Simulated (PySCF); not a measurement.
C2H6AlFO2: geometry relaxation (part 2 of 2)

C2H6AlFO2; PBE0-D3(BJ)/def2-SVP geometry optimisation, gas phase (PySCF 2.14.0). 

Geometry of the input (Å):
```
C  -2.5058  -0.6641  0.0418
O  -1.2435  -0.1020  0.1315
Al -0.0998  1.0469  0.3614
F  -0.3946  2.6243  0.7107
O  1.5249  0.7020  0.2671
C  2.6098  -0.1482  0.0794
H  -2.5286  -1.6141  0.5354
H  -3.2500  0.0168  0.5043
H  -2.7916  -0.7639  -0.9951
H  3.2212  0.2232  -0.7320
H  2.2746  -1.1684  -0.1481
H  3.2231  -0.1808  0.9991
```

**Trajectory as extended XYZ, continued**
```
12
Properties=species:S:1:pos:R:3:forces:R:3 step=14 energy=-15562.34525
C    -2.4432   -0.5873    0.1734    0.0242  -0.0005   0.0123
O    -1.0767   -0.3317    0.2082   -0.0149  -0.0028  -0.0205
Al   -0.0483    0.9924    0.3198    0.0066   0.0228   0.0099
F    -0.6574    2.5102    0.5794   -0.0052  -0.0044  -0.0060
O     1.6132    0.8361    0.1788    0.0066  -0.0138   0.0000
C     2.5731   -0.1502   -0.0074   -0.0138   0.0089   0.0007
H    -2.6951   -1.4163    0.8569   -0.0046  -0.0031   0.0046
H    -3.0522    0.2870    0.4674   -0.0021   0.0003   0.0001
H    -2.7599   -0.8890   -0.8409   -0.0035  -0.0044   0.0009
H     3.2333    0.1115   -0.8525    0.0033  -0.0022  -0.0022
H     2.1356   -1.1434   -0.2170    0.0002  -0.0006   0.0008
H     3.2103   -0.2475    0.8894    0.0031  -0.0001  -0.0007
12
Properties=species:S:1:pos:R:3:forces:R:3 step=15 energy=-15562.34533
C    -2.4443   -0.5978    0.1929   -0.0037  -0.0219   0.0149
O    -1.0785   -0.3393    0.2123    0.0141   0.0097  -0.0189
Al   -0.0529    0.9890    0.3060   -0.0011   0.0293   0.0126
F    -0.6656    2.5080    0.5524   -0.0059  -0.0152  -0.0035
O     1.6089    0.8406    0.1614   -0.0108  -0.0069  -0.0010
C     2.5770   -0.1379   -0.0183    0.0179  -0.0099  -0.0058
H    -2.6906   -1.4141    0.8944    0.0036   0.0102  -0.0042
H    -3.0531    0.2808    0.4744   -0.0019   0.0029  -0.0006
H    -2.7686   -0.9203   -0.8127    0.0016   0.0005   0.0050
H     3.2374    0.1249   -0.8634   -0.0079  -0.0010   0.0033
H     2.1489   -1.1360   -0.2239   -0.0027  -0.0001  -0.0001
H     3.2141   -0.2261    0.8797   -0.0030   0.0025  -0.0017
12
Properties=species:S:1:pos:R:3:forces:R:3 step=16 energy=-15562.34556
C    -2.4415   -0.6122    0.2190   -0.0296  -0.0364   0.0159
O    -1.0778   -0.3452    0.2154    0.0369   0.0218  -0.0161
Al   -0.0587    0.9899    0.2893   -0.0102   0.0214   0.0128
F    -0.6781    2.5084    0.5225   -0.0045  -0.0199  -0.0002
O     1.6030    0.8485    0.1379   -0.0221   0.0074  -0.0012
C     2.5782   -0.1231   -0.0342    0.0422  -0.0288  -0.0103
H    -2.6752   -1.4143    0.9418    0.0104   0.0192  -0.0105
H    -3.0528    0.2686    0.4879   -0.0009   0.0046  -0.0011
H    -2.7766   -0.9598   -0.7749    0.0063   0.0044   0.0075
H     3.2367    0.1371   -0.8820   -0.0164   0.0007   0.0067
H     2.1583   -1.1265   -0.2310   -0.0045   0.0008  -0.0008
H     3.2173   -0.1993    0.8637   -0.0077   0.0048  -0.0026
12
Properties=species:S:1:pos:R:3:forces:R:3 step=17 energy=-15562.34603
C    -2.4314   -0.6392    0.2682   -0.0521  -0.0425   0.0150
O    -1.0729   -0.3529    0.2202    0.0489   0.0326  -0.0118
Al   -0.0695    0.9959    0.2610   -0.0179  -0.0026   0.0105
F    -0.7035    2.5109    0.4764   -0.0011  -0.0172   0.0042
O     1.5911    0.8655    0.0925   -0.0230   0.0285  -0.0008
C     2.5759   -0.0977   -0.0670    0.0551  -0.0448  -0.0120
H    -2.6368   -1.4138    1.0289    0.0147   0.0233  -0.0146
H    -3.0504    0.2429    0.5146    0.0015   0.0041  -0.0016
H    -2.7844   -1.0331   -0.7020    0.0107   0.0076   0.0085
H     3.2264    0.1525   -0.9241   -0.0213   0.0028   0.0079
H     2.1662   -1.1096   -0.2411   -0.0049   0.0019  -0.0016
H     3.2220   -0.1495    0.8278   -0.0107   0.0063  -0.0037
12
Properties=species:S:1:pos:R:3:forces:R:3 step=18 energy=-15562.34640
C    -2.4181   -0.6622    0.3116   -0.0432  -0.0273   0.0085
O    -1.0666   -0.3543    0.2211    0.0338   0.0266  -0.0050
Al   -0.0781    1.0056    0.2392   -0.0169  -0.0232   0.0049
F    -0.7254    2.5158    0.4467    0.0030  -0.0065   0.0063
O     1.5810    0.8830    0.0525   -0.0093   0.0371   0.0006
C     2.5692   -0.0785   -0.0986    0.0354  -0.0389  -0.0081
H    -2.5918   -1.4151    1.1011    0.0105   0.0151  -0.0095
H    -3.0469    0.2167    0.5442    0.0026   0.0021  -0.0014
H    -2.7862   -1.0929   -0.6370    0.0088   0.0055   0.0052
H     3.2082    0.1576   -0.9680   -0.0148   0.0030   0.0037
H     2.1623   -1.0955   -0.2473   -0.0029   0.0016  -0.0018
H     3.2252   -0.1085    0.7899   -0.0071   0.0049  -0.0034
12
Properties=species:S:1:pos:R:3:forces:R:3 step=19 energy=-15562.34659
C    -2.4079   -0.6747    0.3360   -0.0144  -0.0041  -0.0007
O    -1.0612   -0.3519    0.2221    0.0058   0.0115   0.0014
Al   -0.0819    1.0138    0.2317   -0.0094  -0.0282  -0.0018
F    -0.7357    2.5204    0.4421    0.0047   0.0033   0.0065
O     1.5759    0.8955    0.0295    0.0090   0.0294   0.0035
C     2.5620   -0.0698   -0.1198    0.0016  -0.0179  -0.0032
H    -2.5617   -1.4142    1.1415    0.0023   0.0026   0.0001
H    -3.0443    0.2011    0.5599    0.0018  -0.0002  -0.0005
H    -2.7814   -1.1271   -0.5999    0.0028   0.0004   0.0012
H     3.1888    0.1532   -1.0008   -0.0035   0.0012  -0.0024
H     2.1516   -1.0882   -0.2480   -0.0002   0.0004  -0.0014
H     3.2284   -0.0863    0.7609   -0.0005   0.0016  -0.0026
12
Properties=species:S:1:pos:R:3:forces:R:3 step=20 energy=-15562.34677
C    -2.4005   -0.6798    0.3477    0.0184   0.0179  -0.0092
O    -1.0569   -0.3456    0.2241   -0.0218  -0.0066   0.0063
Al   -0.0810    1.0216    0.2351   -0.0013  -0.0212  -0.0065
F    -0.7348    2.5262    0.4578    0.0045   0.0092   0.0043
O     1.5755    0.9048    0.0191    0.0229   0.0132   0.0073
C     2.5541   -0.0688   -0.1349   -0.0291   0.0065   0.0001
H    -2.5430   -1.4118    1.1613   -0.0056  -0.0084   0.0090
H    -3.0436    0.1927    0.5652    0.0004  -0.0016   0.0006
H    -2.7727   -1.1447   -0.5822   -0.0034  -0.0044  -0.0019
H     3.1677    0.1419   -1.0277    0.0070  -0.0015  -0.0073
H     2.1352   -1.0856   -0.2463    0.0022  -0.0011  -0.0009
H     3.2329   -0.0791    0.7361    0.0057  -0.0021  -0.0018
12
Properties=species:S:1:pos:R:3:forces:R:3 step=21 energy=-15562.34690
C    -2.3958   -0.6804    0.3550    0.0359   0.0268  -0.0117
O    -1.0535   -0.3401    0.2315   -0.0337  -0.0169   0.0067
Al   -0.0778    1.0265    0.2449    0.0043  -0.0069  -0.0090
F    -0.7278    2.5305    0.4821    0.0017   0.0093   0.0009
O     1.5776    0.9114    0.0146    0.0262  -0.0035   0.0122
C     2.5468   -0.0708   -0.1492   -0.0401   0.0217  -0.0003
H    -2.5367   -1.4022    1.1778   -0.0095  -0.0125   0.0124
H    -3.0442    0.1914    0.5585   -0.0010  -0.0018   0.0018
H    -2.7611   -1.1596   -0.5702   -0.0067  -0.0061  -0.0026
H     3.1466    0.1299   -1.0535    0.0115  -0.0034  -0.0089
H     2.1189   -1.0852   -0.2469    0.0030  -0.0025  -0.0004
H     3.2396   -0.0796    0.7107    0.0084  -0.0044  -0.0011
12
Properties=species:S:1:pos:R:3:forces:R:3 step=22 energy=-15562.34702
C    -2.3926   -0.6784    0.3618    0.0295   0.0205  -0.0074
O    -1.0512   -0.3351    0.2398   -0.0238  -0.0177   0.0045
Al   -0.0734    1.0297    0.2545    0.0055   0.0074  -0.0084
F    -0.7186    2.5341    0.5022   -0.0006   0.0052  -0.0022
O     1.5814    0.9158    0.0144    0.0151  -0.0141   0.0157
C     2.5406   -0.0744   -0.1623   -0.0276   0.0210  -0.0049
H    -2.5353   -1.3907    1.1927   -0.0073  -0.0085   0.0088
H    -3.0448    0.1936    0.5519   -0.0013  -0.0006   0.0019
H    -2.7522   -1.1701   -0.5591   -0.0055  -0.0040  -0.0014
H     3.1301    0.1214   -1.0746    0.0082  -0.0032  -0.0061
H     2.1038   -1.0856   -0.2541    0.0018  -0.0023   0.0003
H     3.2450   -0.0885    0.6881    0.0059  -0.0038  -0.0007
12
Properties=species:S:1:pos:R:3:forces:R:3 step=23 energy=-15562.34711
C    -2.3903   -0.6754    0.3713    0.0055   0.0045   0.0011
O    -1.0492   -0.3325    0.2500   -0.0003  -0.0098   0.0002
Al   -0.0695    1.0311    0.2614    0.0041   0.0178  -0.0063
F    -0.7111    2.5367    0.5119   -0.0021  -0.0016  -0.0031
O     1.5852    0.9178    0.0155   -0.0023  -0.0169   0.0168
C     2.5357   -0.0778   -0.1756   -0.0017   0.0088  -0.0107
H    -2.5368   -1.3759    1.2122   -0.0015  -0.0002   0.0009
H    -3.0444    0.1984    0.5458   -0.0009   0.0010   0.0011
H    -2.7457   -1.1815   -0.5436   -0.0016   0.0004   0.0006
H     3.1187    0.1184   -1.0924    0.0004  -0.0015  -0.0007
H     2.0918   -1.0858   -0.2689   -0.0003  -0.0010   0.0009
H     3.2484   -0.1016    0.6677    0.0008  -0.0015  -0.0007
```

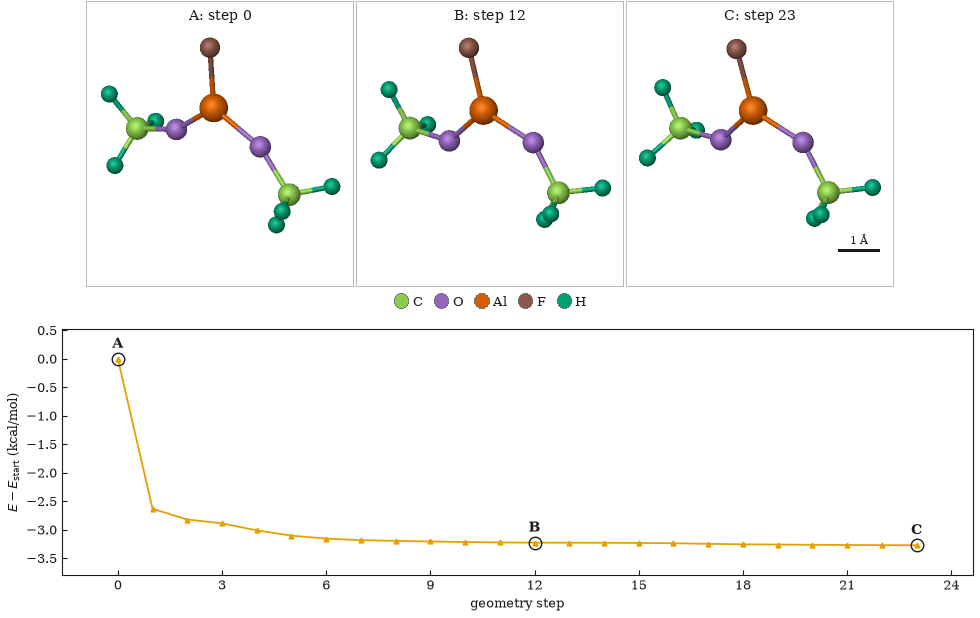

**Figure 1.** Frames of the relaxation (ball-and-stick view, seen at a tilt) above the curves, on which the letters mark them (steps are counted from 0).

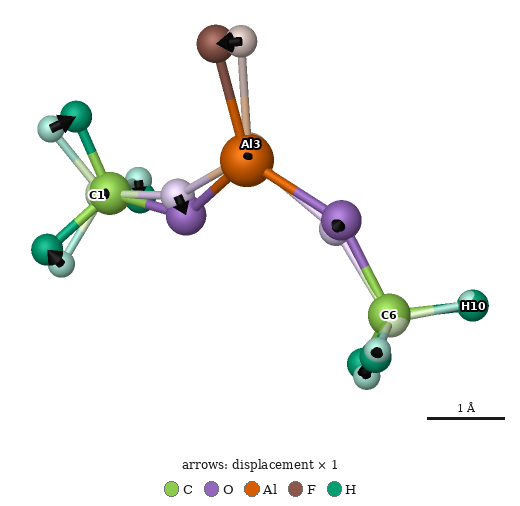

**Figure 2.** Start (faint) and end (solid) with the displacements as black arrows, at true length (ball-and-stick view, seen at a tilt). The two geometries are laid on each other by the best rigid fit. The atom that moves furthest after the best rigid fit is H8 (0.37 Å). Largest moves by element: H 0.37 Å, F 0.36 Å, O 0.28 Å, C 0.10 Å, Al 0.08 Å. Among the contacts that change: O2–Al3 1.637 → 1.679 Å, C1–H7 1.071 → 1.104 Å, C1–H9 1.080 → 1.104 Å, Al3–F4 1.642 → 1.656 Å. Among the angles that change: C1–O2–Al3 158.5° → 139.7°, Al3–O5–C6 153.6° → 138.0°, F4–Al3–O5 112.7° → 117.8°. After 23 geometry steps the energy has fallen by 3.27 kcal/mol. The largest force component goes from 1.8 to 0.018 eV/Å. (Atoms are counted from 1 in the order of the input.)

**Results in brief**

```json
{"quantity": "outcome", "value": "converged"}
{"quantity": "total energy", "value": "−571.905712 hartree"}
{"quantity": "dipole moment", "value": "1.99 D"}
{"quantity": "point group", "value": "C1"}
{"quantity": "wall time", "value": "2 min"}
{"quantity": "peak memory", "value": "0.48 GiB"}
```
